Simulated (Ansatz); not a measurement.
**SiNH4ClO (SMILES N[SiH](O)Cl): revPBE/6-31G(d) (spherical functions)**

Aim: the vertical ionisation energy of SiNH4ClO at revPBE/6-31G* (spherical functions), from 2 runs. 

The calculation is run with Ansatz 0.2.0.

128 further runs of the same task are left out: 128 set aside as unsound or not needed.

## Step 1: The system as given

SiNH4ClO: 8 atoms, total charge 0, spin state singlet. As SMILES, `N[SiH](O)Cl`. Geometry: relaxed at PBE0-D4/def2-TZVP. This is one conformer, not always the lowest.

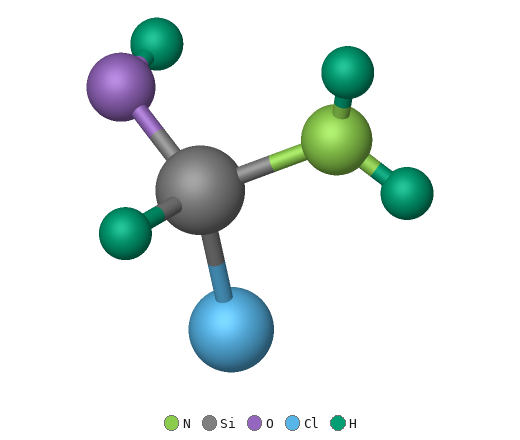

The structure, seen from a chosen angle (nitrogen green, silicon grey, oxygen purple, chlorine blue, hydrogen teal).

## Step 2: A single-point energy at revPBE/6-31G(d) (spherical functions)

Contents of in.yaml:

```yaml
crystal:
  periodic: [false, false, false]
  atoms:
    - symbol: "N"
      position_ang: [-0.749800, 0.885600, -0.289000]
    - symbol: Si
      position_ang: [0.524400, -0.226200, -0.115300]
    - symbol: O
      position_ang: [0.551300, -0.861300, 1.386900]
    - symbol: Cl
      position_ang: [0.173100, -1.641600, -1.566900]
    - symbol: H
      position_ang: [-1.217200, 0.998000, -1.172700]
    - symbol: H
      position_ang: [-0.806900, 1.712400, 0.283000]
    - symbol: H
      position_ang: [1.896700, 0.277200, -0.308600]
    - symbol: H
      position_ang: [-0.279500, -1.201200, 1.726700]
basis:
  gaussian: {orbitals: 6-31G_st_-spherical.json}
hamiltonian: {xc: {name: revPBE}}
accuracy: high
output: {orbitals: {seedname: orbitals}}
```

The basis set 6-31G* is read from a file made from the Basis Set Exchange's data (not shown).

Started as:

```console
$ ansatz run in.yaml --threads 1 --pin off --max-ram 3480MiB --events-out events.jsonl --progress --plain --runs-dir runs
```

Log:

```text
Warning: RAYON_NUM_THREADS=1 ignored (pool sized by the plan → 1); use --threads N
Functional definition: revPBE
  name "revPBE"
  parameter kappa = 1.245
  parameter beta = 0.06672455060314922
  exchange = pbe_x(kappa = kappa, mu = beta*pi^2/3)
  correlation = pbe_c(beta = beta)
1602 factors; integrals over basis functions are off by at most 3.7e-9 eV
mean field evaluation 1: about -23988.2938 eV, gradient 7.6e1 eV
mean field evaluation 2: about -23956.3957 eV, gradient 1.4e2 eV
mean field evaluation 4: about -23998.9481 eV, gradient 1.0e1 eV
mean field evaluation 8: about -23999.1440 eV, gradient 5.0e-1 eV
mean field evaluation 16: about -23999.1447 eV, gradient 4.1e-5 eV
mean field -23999.14470176 eV, -881.9523005852 hartree, gradient 6.9e-8 eV, S^2 0.000000; 0 other end points of the search recorded, 0 dependent functions left out
reference -23999.14470584 eV, -881.9523007349 hartree; 25, 25 occupied and 47, 47 virtual orbitals, 1602 factors
Total energy: -23999.14470584 eV, -881.9523007349 hartree
```

It took 3.3 s on 1 thread of Intel Xeon 6975P-C (Granite Rapids), shared host; peak memory 0.21 GiB.

## Step 3: The doublet cation at the same level

Contents of molecule.yaml:

```yaml
crystal:
  periodic: [false, false, false]
  atoms:
    - symbol: "N"
      position_ang: [-0.749800, 0.885600, -0.289000]
    - symbol: Si
      position_ang: [0.524400, -0.226200, -0.115300]
    - symbol: O
      position_ang: [0.551300, -0.861300, 1.386900]
    - symbol: Cl
      position_ang: [0.173100, -1.641600, -1.566900]
    - symbol: H
      position_ang: [-1.217200, 0.998000, -1.172700]
    - symbol: H
      position_ang: [-0.806900, 1.712400, 0.283000]
    - symbol: H
      position_ang: [1.896700, 0.277200, -0.308600]
    - symbol: H
      position_ang: [-0.279500, -1.201200, 1.726700]
basis:
  gaussian: {orbitals: 6-31G_st_-spherical.json}
accuracy: high
hamiltonian: {xc: {name: revPBE}}
output: {orbitals: {seedname: orbitals}}
magnetization: {spin_polarized: true, initial_magnetization: 1}
total_charge: 1
```

The basis set 6-31G* is read from a file made from the Basis Set Exchange's data (not shown).

Started as:

```console
$ ansatz run molecule.yaml --threads 1 --pin off --max-ram 3480MiB --events-out events.jsonl --progress --plain --runs-dir runs
```

Log:

```text
Warning: RAYON_NUM_THREADS=1 ignored (pool sized by the plan → 1); use --threads N
[... 6 set-up lines as earlier in the session ...]
1601 factors; integrals over basis functions are off by at most 3.7e-9 eV
mean field evaluation 1: about -23966.4073 eV, gradient 7.4e1 eV
mean field evaluation 2: about -23837.3118 eV, gradient 1.6e2 eV
mean field evaluation 4: about -23978.1285 eV, gradient 4.9e1 eV
mean field evaluation 8: about -23989.3729 eV, gradient 2.1e0 eV
mean field evaluation 16: about -23989.3921 eV, gradient 2.8e-2 eV
mean field evaluation 32: about -23988.0624 eV, gradient 1.1e1 eV
mean field evaluation 64: about -23989.2204 eV, gradient 3.8e-1 eV
mean field -23989.39208838 eV, -881.5938986541 hartree, gradient 3.6e-8 eV, S^2 0.752925; 6 other end points of the search recorded, 0 dependent functions left out
reference -23989.39209228 eV, -881.5938987973 hartree; 25, 24 occupied and 47, 48 virtual orbitals, 1601 factors
Total energy: -23989.39209228 eV, -881.5938987973 hartree
```

Wall time 8.7 s (1 thread of Intel Xeon 6975P-C (Granite Rapids), shared host); peak memory 0.27 GiB.

## Step 4: Results

Level: revPBE/6-31G* (spherical functions).

| quantity | value |
| --- | --- |
| singlet SiNH4ClO: total energy | -881.95230 Eh |
| singlet SiNH4ClO: HOMO energy | -6.18 eV |
| singlet SiNH4ClO: LUMO energy | 0.63 eV |
| singlet SiNH4ClO: HOMO–LUMO gap | 6.82 eV |
| doublet cation: total energy | -881.59390 Eh |
| doublet cation: HOMO energy (highest over α and β) | -13.25 eV |
| doublet cation: LUMO energy (lowest over α and β) | -13.03 eV |
| doublet cation: ⟨S²⟩ | 0.753 |
| vertical ionisation energy (to the doublet cation) | 9.753 eV |

What this shows: Removing an electron at fixed nuclei costs 9.75 eV (941 kJ/mol). The negative HOMO energy of the first species, 6.18 eV, lies 3.57 eV below that difference.
